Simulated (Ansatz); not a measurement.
**BH4P: vertical energies of changing the electron count**

The task is vertical energies of changing the electron count, for BH4P. SMILES: BP.

All numbers are computed with the Python package of Ansatz 0.2.0. Level of theory: CCSD(T)/aug-cc-pVDZ.

### Step 1. Starting point

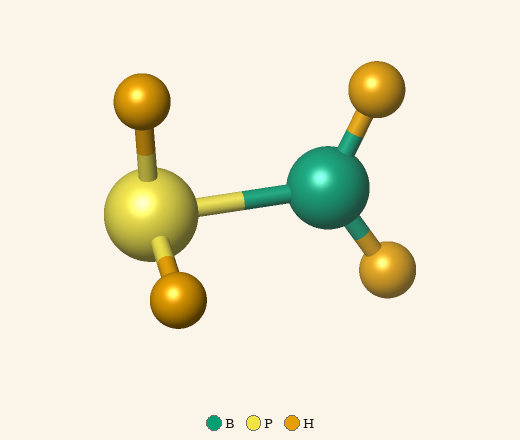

The structure that the script starts from, seen from a chosen angle (boron teal, phosphorus yellow, hydrogen amber).

The script holds or builds the structure itself.

### Step 2. The script

The input, bh4p.py:

```python
# -*- coding: utf-8 -*-
"""Vertical ionisation energy and electron affinity of BH4P."""

import ansatz as az


def total_energy(molecule, charge=0, unpaired=0):
    calc = (
        molecule.calculation()
        .basis(gaussian="aug-cc-pVDZ")
        .correlation("ccsd_t")
    )
    if charge:
        calc = calc.charge(charge)
    if unpaired:
        calc = calc.spin("collinear", total=unpaired)
    report = calc.run(threads=1, pin="off").report
    if report["published_state_doubts"]:
        print("  doubts:", report["published_state_doubts"])
    return report["free_energy_ev"]


def main():
    bh4p = (
        az.Crystal.molecule()
        .atom("B", [-0.8611, -0.003, -0.0633])
        .atom("P", [0.9719, 0.1312, -0.6482])
        .atom("H", [-1.5925, 0.9141, -0.2008])
        .atom("H", [-1.2521, -0.9994, 0.4362])
        .atom("H", [1.3863, -1.0746, 0.0482])
        .atom("H", [1.3475, 1.0318, 0.4279])
    )

    # delta-SCF style differences, no relaxation
    parent = total_energy(bh4p, 0, 0)
    cation = total_energy(bh4p, 1, 1)
    print(f"E(N)   = {parent:.5f} eV")
    print(f"E(N-1) = {cation:.5f} eV  (1 unpaired)")
    print(f"vertical ionisation energy {cation - parent:.3f} eV")
    anion = total_energy(bh4p, -1, 1)
    print(f"E(N+1) = {anion:.5f} eV  (1 unpaired)")
    print(f"vertical electron affinity {parent - anion:.3f} eV" + ("" if anion < parent else " (unbound in this basis)"))
    print(f"fundamental gap IP - EA = {cation + anion - 2 * parent:.3f} eV")


if __name__ == "__main__":
    main()
```

### Step 3. What the engine is handed

The engine receives this input (first run):

```yaml
crystal:
  periodic: [false, false, false]
  atoms:
    - { symbol: B, position_ang: [-0.8611, -0.003, -0.0633] }
    - { symbol: P, position_ang: [0.9719, 0.1312, -0.6482] }
    - { symbol: H, position_ang: [-1.5925, 0.9141, -0.2008] }
    - { symbol: H, position_ang: [-1.2521, -0.9994, 0.4362] }
    - { symbol: H, position_ang: [1.3863, -1.0746, 0.0482] }
    - { symbol: H, position_ang: [1.3475, 1.0318, 0.4279] }
basis:
  gaussian:
    orbitals: aug-cc-pVDZ
correlation:
  method: ccsd_t
```

### Step 4. Running it

Run with:

```
> python bh4p.py
```

**Question.** What does it cost to change the electron count at this fixed geometry?

The runs gave:

| quantity | value |
| --- | --- |
| vertical ionisation energy | 9.939 eV |
| vertical electron affinity | 0.004 eV |
| runs compared | 3 |

The ionisation energy is a difference of two total energies at the neutral geometry. The anion lies below the neutral molecule at this geometry. At this unrelaxed geometry removing an electron costs 9.94 eV and adding one releases 0.00 eV. The geometry is a force-field or estimated start, not a minimum of this method, and the basis set is short of its limit. All parts are taken at fixed geometry, without zero-point energy. At an unrelaxed start these energies can be a whole eV from those at the minimum, and a small affinity can change sign.
